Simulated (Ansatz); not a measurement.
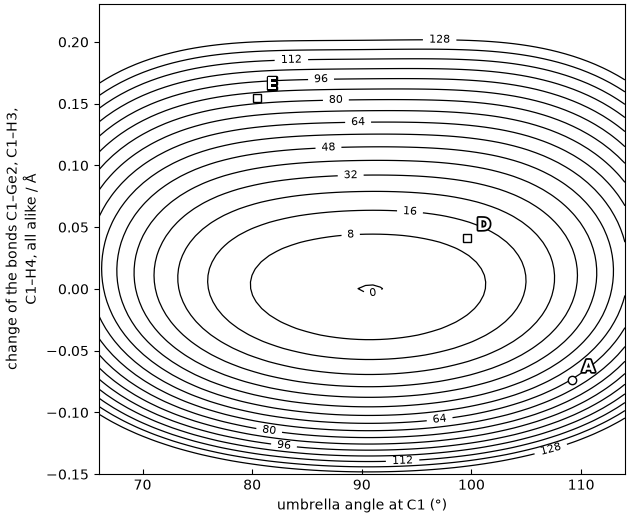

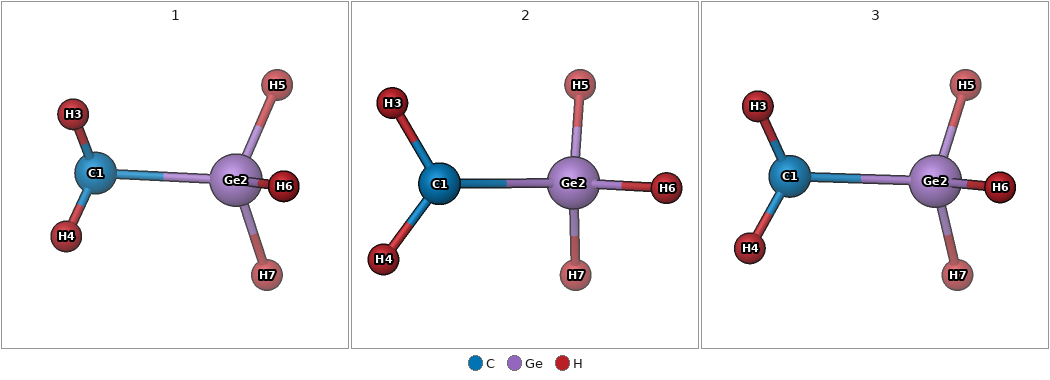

CH5Ge, SMILES [CH2][GeH3], spin multiplicity 2. The first coordinate is: umbrella angle at C1 (between each of its bonds and their common axis; 90 is planar); the second: change of the bonds C1–Ge2, C1–H3, C1–H4, all alike. Nothing is relaxed (all other coordinates rigid). The scan uses an 11 × 11 grid. Points are written as (first, second). Energies: kJ/mol, counted from the lowest grid point. These are results of UHF-MP2, frozen core/def2-TZVP (Ansatz), not measurements.

In the figure: contour lines labelled in kJ/mol (none above 128), lettered points. Between grid points the surface is interpolated. The numbered pictures are the structures at these points, in random order.

Q: Which structure belongs to which point?

A: A is structure 1: (109.2°, −0.074 Å), 65 kJ/mol; D is structure 3: (99.6°, 0.041 Å), 11 kJ/mol; E is structure 2: (80.4°, 0.155 Å), 84 kJ/mol.
